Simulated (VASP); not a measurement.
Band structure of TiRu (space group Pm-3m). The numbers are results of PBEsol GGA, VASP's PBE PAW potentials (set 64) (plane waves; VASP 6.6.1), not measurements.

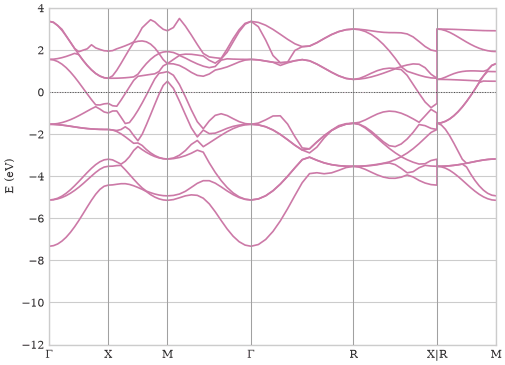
Bands along high-symmetry lines, zero at the valence-band maximum or, without a gap, the Fermi level

### Question
Read the plot: is there a gap, and where are the band edges?

### Answer
It has no gap at this level: it comes out as a metal or semimetal. (Edges off the drawn lines would not show.)

The structure comes from a computed database's TiRu entry (Pm-3m); how it stands against other phases isn't given here. It was relaxed first.
